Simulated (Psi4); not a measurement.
## Run report: Cl2, frequency calculation (part 1 of 4)

Cl2, SMILES ClCl, computed with B3LYP/cc-pVDZ, RKS (Psi4 1.11).

The geometry was optimised with B3LYP/cc-pVDZ.

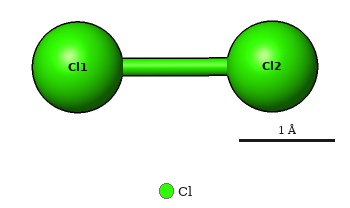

The input geometry (ball-and-stick view, seen at an oblique angle; atoms are numbered from 1 in the order of the input). Bond lengths as drawn: Cl–Cl 2.05 Å.

Input file (calc.py)
```python
import psi4

psi4.set_memory('1600 MB')
psi4.set_num_threads(1)
psi4.set_output_file('psi4.out', False)

m = psi4.geometry("""
0 1
Cl     1.65110096    -0.54978747     0.84654817
Cl    -1.65110096     0.54978747    -0.84654817
units bohr
symmetry c1
""")

psi4.set_options(dict(basis='cc-pVDZ', puream=True, scf_type='pk', dft_radial_points=99, dft_spherical_points=590, rotational_symmetry_number=2))

result, w = psi4.frequency("b3lyp", molecule=m, return_wfn=True)
print(f'total energy {result:.8f} hartree = {result * 27.211386:.5f} eV')
print('wavenumbers / cm^-1:', w.frequencies().np.round(1))
for k, v in sorted(psi4.core.scalar_variables().items()):
    print(f'{k:45s} {v:18.10f}')
```

Hardware: 1 thread of Intel Xeon @ 2.50GHz (Skylake/Cascade Lake), 16 GiB of memory available, shared host.

Launch command:
```bash
python calc.py
```

What the program printed
```
Psi4 1.11 release

         ----------------------------------------------------------
                                   FINDIF
         ----------------------------------------------------------

  Using finite-differences of gradients to determine vibrational frequencies and
  normal modes. Resulting frequencies are only valid at stationary points.
    Generating geometries for use with 3-point formula.
    Displacement size will be 5.00e-03.
    Number of atoms is 2.
    Number of irreps is 1.
    Number of SALCs is 3.
    Translations projected? 1. Rotations projected? 0.
    Index of SALCs per irrep:
      1 :  0  1  2
    Number of SALCs per irrep:
      Irrep 1: 3
    Number of geometries (including reference) is 7.
    Number of displacements per irrep:
      Irrep 1: 6
 7 displacements needed ...

  //>>>>>>>>>>>>>>>>>>>>>>>>>>>>>>>>>>>//
  //    FiniteDifference Computations  //
  //<<<<<<<<<<<<<<<<<<<<<<<<<<<<<<<<<<<//

    -----------------------------------------------------------------------
                               Psi4 1.11 release

    h
    h
    h

    -----------------------------------------------------------------------

    Memory:     1.5 GiB
    Threads:    1
                ecpint, einsums, f̶o̶r̶t̶e̶, gauxc, gcp, g̶d̶m̶a̶, geometric, g̶p̶u̶_̶d̶f̶c̶c̶,
                i̶n̶t̶e̶g̶r̶a̶t̶o̶r̶x̶x̶, i̶p̶i̶, libefp, m̶d̶i̶, m̶p̶2̶d̶, m̶r̶c̶c̶, ooo,
                o̶p̶e̶n̶f̶e̶r̶m̶i̶o̶n̶p̶s̶i̶4̶, pcmsolver, p̶s̶i̶4̶f̶o̶c̶k̶c̶i̶, p̶s̶i̶x̶a̶s̶,
                p̶y̶e̶i̶n̶s̶u̶m̶s̶, r̶e̶s̶p̶, s̶i̶m̶i̶n̶t̶, s̶n̶s̶m̶p̶2̶,
                v̶2̶r̶d̶m̶_̶c̶a̶s̶s̶c̶f̶

gradient() will perform analytic gradient computation.

   => Loading Basis Set <=

    Name: CC-PVDZ
    Role: ORBITAL
    Keyword: BASIS

         ---------------------------------------------------------
                                   SCF
                              RKS Reference
                        1 Threads,   1525 MiB Core
         ---------------------------------------------------------

  ==> Geometry <==

    Molecular point group: c1
    Full point group: D_inf_h

    Geometry (in Bohr), charge = 0, multiplicity = 1:

       Center              X                  Y                   Z               Mass
    ------------   -----------------  -----------------  -----------------  -----------------
         CL           1.935211731675     0.000000000000     0.000000000000    34.968852682000
         CL          -1.935211731675    -0.000000000000    -0.000000000000    34.968852682000

  Running in c1 symmetry.

  Rotational constants: A = ************  B =      0.22984  C =      0.22984 [cm^-1]
  Rotational constants: A = ************  B =   6890.43402  C =   6890.43402 [MHz]
  Nuclear repulsion =   74.668832166976955

  Charge       = 0
  Multiplicity = 1
  Electrons    = 34
  Nalpha       = 17
  Nbeta        = 17

  ==> Algorithm <==

  SCF Algorithm Type is PK.
  DIIS enabled.
  MOM disabled.
  Fractional occupation disabled.
  Guess Type is SAD.
  Energy threshold   = 1.00e-08
  Density threshold  = 1.00e-08
  Integral threshold = 1.00e-12

  ==> Primary Basis <==

  Basis Set: CC-PVDZ
    Blend: CC-PVDZ
    Number of shells: 16
    Number of basis functions: 36
    Number of Cartesian functions: 38
    Spherical Harmonics?: true
    Max angular momentum: 2

  ==> DFT Potential <==

   => LibXC <=

    Version 7.1.2

   => Composite Functional: B3LYP <=

    B3LYP Hyb-GGA Exchange-Correlation Functional

    Deriv               =              1
    GGA                 =           TRUE
    Meta                =          FALSE

    Exchange Hybrid     =           TRUE
    MP2 Hybrid          =          FALSE

   => Exchange Functionals <=

    0.0800   Slater exchange
    0.7200         Becke 88

   => Exact (HF) Exchange <=

    0.2000               HF

   => Correlation Functionals <=

    0.1900   Vosko, Wilk & Nusair (VWN5_RPA)
    0.8100   Lee, Yang & Parr

   => LibXC Density Thresholds  <==

    XC_HYB_GGA_XC_B3LYP:  1.00E-15

   => Molecular Quadrature <=

    Radial Scheme          =       TREUTLER
    Pruning Scheme         =           NONE
    Nuclear Scheme         =       TREUTLER

    Blocking Scheme        =         OCTREE
    BS radius alpha        =              1
    Pruning alpha          =              1
    Radial Points          =             99
    Spherical Points       =            590
    Total Points           =         102422
    Total Blocks           =            830
    Max Points             =            255
    Max Functions          =             36
    Weights Tolerance      =       1.00E-15

  ==> Integral Setup <==

  Using in-core PK algorithm.
   Calculation information:
      Number of atoms:                   2
      Number of AO shells:              16
      Number of primitives:            100
      Number of atomic orbitals:        38
      Number of basis functions:        36

      Integral cutoff                 1.00e-12
      Number of threads:                 1

  Performing in-core PK
  Using 444222 doubles for integral storage.
  We computed 9311 shell quartets total.
  Whereas there are 9316 unique shell quartets.

  ==> DiskJK: Disk-Based J/K Matrices <==

    J tasked:                  Yes
    K tasked:                  Yes
    wK tasked:                  No
    Memory [MiB]:             1039
    Schwarz Cutoff:          1E-12

  Cached 100.0% of DFT collocation blocks in 0.102 [GiB].

  Minimum eigenvalue in the overlap matrix is 3.5820409273E-02.
  Reciprocal condition number of the overlap matrix is 1.3930606315E-02.
    Using symmetric orthogonalization.

  ==> Pre-Iterations <==

  SCF Guess: Superposition of Atomic Densities via on-the-fly atomic UHF (no occupation information).

   -------------------------
    Irrep   Nso     Nmo
   -------------------------
     A         36      36
   -------------------------
    Total      36      36
   -------------------------

  ==> Iterations <==

                        Total Energy        Delta E     RMS |[F,P]|

   @RKS iter SAD:  -920.30537853845999   -9.20305e+02   0.00000e+00
   @RKS iter   1:  -920.38679298663260   -8.14144e-02   3.83356e-03 ADIIS/DIIS
   @RKS iter   2:  -920.39394868626744   -7.15570e-03   2.03463e-03 ADIIS/DIIS
   @RKS iter   3:  -920.39675187198486   -2.80319e-03   9.19529e-05 DIIS
   @RKS iter   4:  -920.39675711252210   -5.24054e-06   3.56109e-05 DIIS
   @RKS iter   5:  -920.39675799649524   -8.83973e-07   1.61702e-06 DIIS
   @RKS iter   6:  -920.39675799849681   -2.00157e-09   5.28954e-08 DIIS
   @RKS iter   7:  -920.39675799850022   -3.41061e-12   7.61226e-10 DIIS
  Energy and wave function converged.

  ==> Post-Iterations <==

   Electrons on quadrature grid:
      Ntotal   =   34.0000002317 ; deviation = 2.317e-07

    Orbital Energies [Eh]
    ---------------------

    Doubly Occupied:

       1A   -101.596960     2A   -101.596960     3A     -9.513136
       4A     -9.513082     5A     -7.279663     6A     -7.279560
       7A     -7.263996     8A     -7.263996     9A     -7.263991
      10A     -7.263991    11A     -0.926870    12A     -0.775193
      13A     -0.469388    14A     -0.402690    15A     -0.402690
      16A     -0.310258    17A     -0.310258

    Virtual:

      18A     -0.138672    19A      0.430910    20A      0.468692
      21A      0.495283    22A      0.495283    23A      0.550746
      24A      0.550746    25A      0.556841    26A      0.567717
      27A      0.567717    28A      0.678668    29A      0.678668
      30A      0.717628    31A      0.725035    32A      0.725035
      33A      0.778164    34A      0.879220    35A      0.879220
      36A      1.328628

    Final Occupation by Irrep:
              A
    DOCC [    17 ]
    NA   [    17 ]
    NB   [    17 ]

  @RKS Final Energy:  -920.39675799850022

   => Energetics <=

    Nuclear Repulsion Energy =             74.6688321669769550
    One-Electron Energy =               -1418.9437767455533503
    Two-Electron Energy =                 469.3674750297527112
    DFT Exchange-Correlation Energy =     -45.4892884496766001
    Empirical Dispersion Energy =           0.0000000000000000
    VV10 Nonlocal Energy =                  0.0000000000000000
    Total Energy =                       -920.3967579985002203

Computation Completed

Properties will be evaluated at   0.000000,   0.000000,   0.000000 [a0]

Properties computed using the SCF density matrix

 Multipole Moments:

 ------------------------------------------------------------------------------------
     Multipole            Electronic (a.u.)      Nuclear  (a.u.)        Total (a.u.)
 ------------------------------------------------------------------------------------

 L = 1.  Multiply by 2.5417464519 to convert [e a0] to [Debye]
 Dipole X            :         -0.0000000            0.0000000           -0.0000000
 Dipole Y            :          0.0000000            0.0000000            0.0000000
 Dipole Z            :         -0.0000000            0.0000000           -0.0000000
 Magnitude           :                                                    0.0000000

 ------------------------------------------------------------------------------------

	total time  =          4 seconds =       0.07 minutes

         ------------------------------------------------------------
                                   SCF GRAD
         ------------------------------------------------------------

  ==> Geometry <==

    Molecular point group: c1
    Full point group: D_inf_h

    Geometry (in Bohr), charge = 0, multiplicity = 1:

       Center              X                  Y                   Z               Mass
    ------------   -----------------  -----------------  -----------------  -----------------
         CL           1.935211731675     0.000000000000     0.000000000000    34.968852682000
         CL          -1.935211731675    -0.000000000000    -0.000000000000    34.968852682000

  Nuclear repulsion =   74.668832166976955

  ==> Basis Set <==

  Basis Set: CC-PVDZ
    Blend: CC-PVDZ
    Number of shells: 16
    Number of basis functions: 36
    Number of Cartesian functions: 38
    Spherical Harmonics?: true
    Max angular momentum: 2

  ==> DirectJKGrad: Integral-Direct SCF Gradients <==

    Gradient:                    1
    J tasked:                  Yes
    K tasked:                  Yes
    wK tasked:                  No
    Integrals threads:           1
    Schwarz Cutoff:          1E-12

   => Molecular Quadrature <=

    Radial Scheme          =       TREUTLER
    Pruning Scheme         =           NONE
    Nuclear Scheme         =       TREUTLER

    Blocking Scheme        =         OCTREE
    BS radius alpha        =              1
    Pruning alpha          =              1
    Radial Points          =             99
    Spherical Points       =            590
    Total Points           =         102422
    Total Blocks           =            830
    Max Points             =            255
    Max Functions          =             36
    Weights Tolerance      =       1.00E-15

  -Total Gradient:
     Atom            X                  Y                   Z
    ------   -----------------  -----------------  -----------------
       1       -0.000004194507     0.000000000000    -0.000000000000
       2        0.000004194507     0.000000000000     0.000000000000

	total time  =          5 seconds =       0.08 minutes

    Psi4 run time: 0:00:08.55

    -----------------------------------------------------------------------
                               Psi4 1.11 release

    h
    h
    h

    -----------------------------------------------------------------------

    Memory:     1.5 GiB
    Threads:    1
                ecpint, einsums, f̶o̶r̶t̶e̶, gauxc, gcp, g̶d̶m̶a̶, geometric, g̶p̶u̶_̶d̶f̶c̶c̶,
                i̶n̶t̶e̶g̶r̶a̶t̶o̶r̶x̶x̶, i̶p̶i̶, libefp, m̶d̶i̶, m̶p̶2̶d̶, m̶r̶c̶c̶, ooo,
                o̶p̶e̶n̶f̶e̶r̶m̶i̶o̶n̶p̶s̶i̶4̶, pcmsolver, p̶s̶i̶4̶f̶o̶c̶k̶c̶i̶, p̶s̶i̶x̶a̶s̶,
                p̶y̶e̶i̶n̶s̶u̶m̶s̶, r̶e̶s̶p̶, s̶i̶m̶i̶n̶t̶, s̶n̶s̶m̶p̶2̶,
                v̶2̶r̶d̶m̶_̶c̶a̶s̶s̶c̶f̶

gradient() will perform analytic gradient computation.

  ==> Geometry <==

    Molecular point group: c1
    Full point group: D_inf_h

    Geometry (in Bohr), charge = 0, multiplicity = 1:

       Center              X                  Y                   Z               Mass
    ------------   -----------------  -----------------  -----------------  -----------------
         CL           1.934613851277     0.000000000000     0.000000000000    34.968852682000
         CL          -1.934613851277    -0.000000000000    -0.000000000000    34.968852682000

  Running in c1 symmetry.

  Rotational constants: A = ************  B =      0.22998  C =      0.22998 [cm^-1]
  Rotational constants: A = ************  B =   6894.69357  C =   6894.69357 [MHz]
  Nuclear repulsion =   74.691908105901973

  Charge       = 0
  Multiplicity = 1
  Electrons    = 34
  Nalpha       = 17
  Nbeta        = 17

   => Molecular Quadrature <=

    Radial Scheme          =       TREUTLER
    Pruning Scheme         =           NONE
    Nuclear Scheme         =       TREUTLER

    Blocking Scheme        =         OCTREE
    BS radius alpha        =              1
    Pruning alpha          =              1
    Radial Points          =             99
    Spherical Points       =            590
    Total Points           =         102422
    Total Blocks           =            832
    Max Points             =            255
    Max Functions          =             36
    Weights Tolerance      =       1.00E-15

  ==> DiskJK: Disk-Based J/K Matrices <==

    J tasked:                  Yes
    K tasked:                  Yes
    wK tasked:                  No
    Memory [MiB]:             1039
    Schwarz Cutoff:          1E-12

  Cached 100.0% of DFT collocation blocks in 0.102 [GiB].

  Minimum eigenvalue in the overlap matrix is 3.5785156347E-02.
  Reciprocal condition number of the overlap matrix is 1.3914093578E-02.
    Using symmetric orthogonalization.

  ==> Iterations <==

                        Total Energy        Delta E     RMS |[F,P]|

   @RKS iter SAD:  -920.30596522704752   -9.20306e+02   0.00000e+00
   @RKS iter   1:  -920.38678948169809   -8.08243e-02   3.83419e-03 ADIIS/DIIS
   @RKS iter   2:  -920.39394837912903   -7.15890e-03   2.03473e-03 ADIIS/DIIS
   @RKS iter   3:  -920.39675174671584   -2.80337e-03   9.18561e-05 DIIS
   @RKS iter   4:  -920.39675697919029   -5.23247e-06   3.55237e-05 DIIS
   @RKS iter   5:  -920.39675785875954   -8.79569e-07   1.62003e-06 DIIS
   @RKS iter   6:  -920.39675786076907   -2.00953e-09   5.29305e-08 DIIS
   @RKS iter   7:  -920.39675786077089   -1.81899e-12   7.61803e-10 DIIS
  Energy and wave function converged.

  ==> Post-Iterations <==

   Electrons on quadrature grid:
      Ntotal   =   34.0000002310 ; deviation = 2.310e-07

    Final Occupation by Irrep:
              A
    DOCC [    17 ]
    NA   [    17 ]
    NB   [    17 ]

  @RKS Final Energy:  -920.39675786077089

   => Energetics <=

    Nuclear Repulsion Energy =             74.6919081059019732
    One-Electron Energy =               -1418.9899171120609935
    Two-Electron Energy =                 469.3907158288893697
    DFT Exchange-Correlation Energy =     -45.4894646835012679
    Empirical Dispersion Energy =           0.0000000000000000
    VV10 Nonlocal Energy =                  0.0000000000000000
    Total Energy =                       -920.3967578607708901

Computation Completed

Properties will be evaluated at   0.000000,   0.000000,   0.000000 [a0]

Properties computed using the SCF density matrix

 Multipole Moments:

 ------------------------------------------------------------------------------------
     Multipole            Electronic (a.u.)      Nuclear  (a.u.)        Total (a.u.)
 ------------------------------------------------------------------------------------

 L = 1.  Multiply by 2.5417464519 to convert [e a0] to [Debye]
 Dipole X            :          0.0000000            0.0000000            0.0000000
 Dipole Y            :          0.0000000            0.0000000            0.0000000
 Dipole Z            :          0.0000000            0.0000000            0.0000000
 Magnitude           :                                                    0.0000000

 ------------------------------------------------------------------------------------

	total time  =          3 seconds =       0.05 minutes

         ------------------------------------------------------------
                                   SCF GRAD
         ------------------------------------------------------------

  ==> Geometry <==

    Molecular point group: c1
    Full point group: D_inf_h

    Geometry (in Bohr), charge = 0, multiplicity = 1:
```
